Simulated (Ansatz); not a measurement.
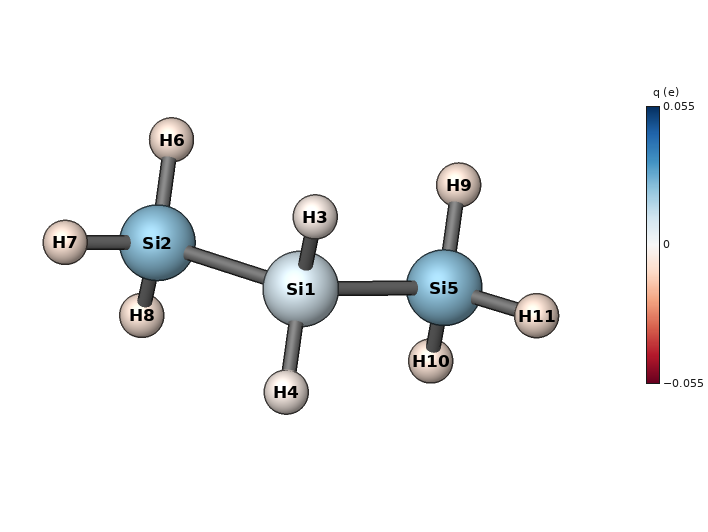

Atoms are coloured by their Mulliken charges. Computed geometry: PBE0-D4/def2-TZVP optimisation. Method: RKS PBE0-D4/def2-TZVP (Ansatz 0.2.0).

Give the Mulliken charges atom by atom.

| atom | value (e) |
| --- | --- |
| Si1 | 0.01 |
| Si2 | 0.02 |
| H3 | 0.00 |
| H4 | 0.00 |
| Si5 | 0.02 |
| H6 | −0.01 |
| H7 | −0.01 |
| H8 | −0.01 |
| H9 | −0.01 |
| H10 | −0.01 |
| H11 | −0.01 |

Mulliken values depend strongly on the basis set and can even reverse the polarity of a bond.
